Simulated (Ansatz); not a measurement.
# BF3H4O: a barrier at many levels of theory

How high is the barrier of this step (B1–O6 tightened, H2–H7 formed, H5–F8 formed, B1–H2 broken, H5–O6 broken, H7–F8 broken), and how far do cheaper methods land from CCSD(T)?

Program: Ansatz 0.2.0, Gaussian basis. Level of theory: single points in def2-TZVPP on PBE0-D4/def2-TZVP structures. These are calculated values, not measurements.

Levels: SPW92, PBE-D4, BLYP-D4, r2SCAN-D4, B97M-V, PBE0-D4, B3LYP-D4, r2SCAN0-D4, BHLYP-D4, CAM-B3LYP-D4, wB97X-V, wB97M-V, B2PLYP, PBE-QIDH, RPA on PBE, Hartree-Fock, MP2, CCSD, CCSD(T). The reference is CCSD(T) at the basis limit, from triple and quadruple zeta. Zero-point energies come from PBE0-D4 vibrations.

Cores are frozen in the correlated methods. B3LYP uses VWN-RPA correlation. B2PLYP carries no dispersion term here.

32 further runs of the same task are left out: 32 set aside as unsound or not needed.

## (1) Start, saddle and end, as given

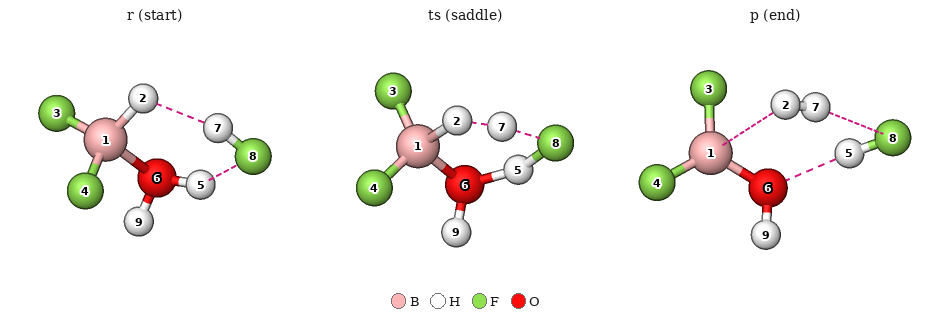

Start, saddle and end (boron pink, hydrogen white, fluorine green, oxygen red); broken lines mark the pairs that change.

Charge 0, multiplicity 1. The folders r, ts and p hold the start, the saddle and the end; their coordinates stand in the first inputs.

```csv
pair,r (Å),ts (Å),p (Å)
B1–O6,1.680,1.498,1.358
H2–H7,1.655,0.939,0.748
H5–F8,1.793,1.164,0.933
B1–H2,1.226,1.403,3.207
H5–O6,0.978,1.176,1.757
H7–F8,0.938,1.236,2.771
```

## (2) wB97M-V/def2-TZVPP

Input file r/in.yaml:

```yaml
crystal:
  periodic: [false, false, false]
  atoms:
    - {symbol: B, position_ang: [-0.502157, -0.824287, 0.062154]}
    - {symbol: H, position_ang: [-1.305105, 0.062182, -0.208048]}
    - {symbol: F, position_ang: [-0.652658, -1.968308, -0.635070]}
    - {symbol: F, position_ang: [-0.256012, -0.990023, 1.392540]}
    - {symbol: H, position_ang: [0.957589, 0.763520, -0.299528]}
    - {symbol: O, position_ang: [0.937571, -0.187794, -0.523429]}
    - {symbol: H, position_ang: [-0.801636, 1.595714, 0.157012]}
    - {symbol: F, position_ang: [-0.061097, 2.171180, 0.143763]}
    - {symbol: H, position_ang: [1.683404, -0.622283, -0.089295]}
basis:
  gaussian: {orbitals: def2-TZVPP}
hamiltonian: {xc: {name: wB97M-V}}
```

Input file ts/in.yaml:

```yaml
crystal:
  periodic: [false, false, false]
  atoms:
    - {symbol: B, position_ang: [-0.324022, -0.789119, 0.079344]}
    - {symbol: H, position_ang: [-1.182802, 0.277415, 0.386468]}
    - {symbol: F, position_ang: [-0.938255, -1.407090, -0.936144]}
    - {symbol: F, position_ang: [-0.208353, -1.447245, 1.250506]}
    - {symbol: H, position_ang: [0.725534, 0.959175, -0.446230]}
    - {symbol: O, position_ang: [0.982158, -0.182647, -0.333447]}
    - {symbol: H, position_ang: [-0.749879, 1.043775, 0.058290]}
    - {symbol: F, position_ang: [0.031293, 1.892068, -0.385452]}
    - {symbol: H, position_ang: [1.664226, -0.346430, 0.326766]}
basis:
  gaussian: {orbitals: def2-TZVPP}
hamiltonian: {xc: {name: wB97M-V}}
```

Input file p/in.yaml:

```yaml
crystal:
  periodic: [false, false, false]
  atoms:
    - {symbol: B, position_ang: [0.106945, -1.329712, -0.087750]}
    - {symbol: H, position_ang: [-1.913980, 0.900132, 1.019286]}
    - {symbol: F, position_ang: [-0.733757, -1.427652, -1.088225]}
    - {symbol: F, position_ang: [0.056757, -2.204418, 0.899712]}
    - {symbol: H, position_ang: [0.767287, 1.245729, -0.830578]}
    - {symbol: O, position_ang: [1.025615, -0.330073, -0.096719]}
    - {symbol: H, position_ang: [-1.493933, 1.334283, 0.578940]}
    - {symbol: F, position_ang: [0.586122, 2.129369, -1.069694]}
    - {symbol: H, position_ang: [1.598844, -0.317760, 0.675128]}
basis:
  gaussian: {orbitals: def2-TZVPP}
hamiltonian: {xc: {name: wB97M-V}}
```

The command line of these runs was not kept.

After this run come: CCSD(T)/def2-TZVPP; MP2/def2-QZVPP; Vibrations of the start structure; Vibrations of the end structure.

What does the calculation give? Wanted: barrier, CCSD(T)/CBS; reverse barrier, CCSD(T)/CBS; step energy, CCSD(T)/CBS; barrier with zero-point energy; step energy with zero-point energy; imaginary mode at the saddle; largest T1 diagnostic.

The runs gave:

```
                          quantity           value
              barrier, CCSD(T)/CBS   19.3 kcal/mol
      reverse barrier, CCSD(T)/CBS   37.8 kcal/mol
          step energy, CCSD(T)/CBS  -18.5 kcal/mol
    barrier with zero-point energy   16.4 kcal/mol
step energy with zero-point energy  -23.7 kcal/mol
      imaginary mode at the saddle      1260i cm⁻¹
             largest T1 diagnostic           0.012
```

What this shows: Among the functionals BHLYP-D4 lands nearest to CCSD(T)/CBS (+1.3 kcal/mol) and SPW92 farthest (-16.9 kcal/mol). By rung, the mean size of the error is: LDA 16.9, GGA 7.9, meta-GGA 5.0, hybrid 3.6, range-separated hybrid 2.4, double hybrid 2.1 kcal/mol. PBE-D4 gives a barrier 9.4 kcal/mol too low, outside chemical accuracy (1 kcal/mol). Every functional without exact exchange puts the barrier too low, the usual mark of self-interaction error, which favours the spread-out density of a saddle. The barrier rises with the share of exact exchange, from BLYP-D4 through B3LYP-D4 to BHLYP-D4 (-6.5, -3.6, +1.3 kcal/mol). Hartree-Fock, with no correlation, is off by +12.2 kcal/mol. Zero-point motion lowers the barrier by 2.9 kcal/mol.
